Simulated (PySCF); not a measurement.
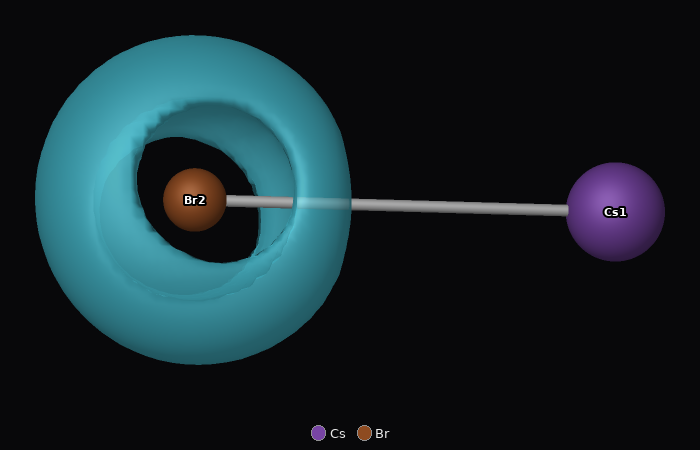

Figure 1: CsBr (charge +1, doublet). Isosurface of the ELF at 0.8 (cyan), seen from one side. Only the valence region is drawn (cores and ρ < 0.01 e/Å³ removed).

Core potentials replace the inner electrons of Cs.

Theory: PBE0/def2-SVP, non-relativistic Hamiltonian with scalar-relativistic core potentials where named, at a bond length of 3.823 Å in PySCF 2.14.0.

| atom | x (Å) | y (Å) | z (Å) |
| --- | --- | --- | --- |
| Cs | 0.0000 | 0.0000 | -1.4243 |
| Br | 0.0000 | 0.0000 | 2.3987 |

**Identify the bonds, lone pairs and shells in this picture.**

The surface consists of one region wrapped around Br (its valence shell).

Values along the shortest contacts:
Cs–Br (3.82 Å): the ELF peaks at about 0.90 in the valence shell of Br, 1.1 Å from its nucleus, and is about 0.05 at the midpoint (a largely ionic contact).
